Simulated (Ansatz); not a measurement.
Where the default PAW files enter, the runs use the earlier of Ansatz's two default sets.

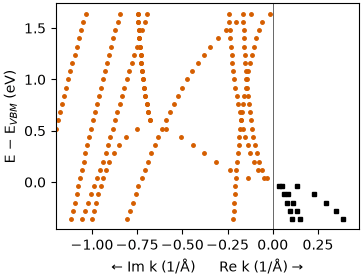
Figure: Complex bands at the centre of the two-dimensional zone; r2SCAN in Ansatz (a quantum-chemistry and plane-wave program)

The gap is the functional's own, uncorrected, and κ follows it; spin-orbit coupling is left out. Mid-gap values are interpolated between the computed energies.

This is BAs (F-43m, zinc blende, 2 atoms a cell, 14.0 Å³ an atom, -3 GPa at this level) along the normal of (110). Read off the slowest decay at the centre of the two-dimensional zone at 0.68 eV, the computed energy nearest the middle of the gap.

κ ≈ 0.13 1/Å, a decay length 1/(2κ) of the density of 3.9 Å.
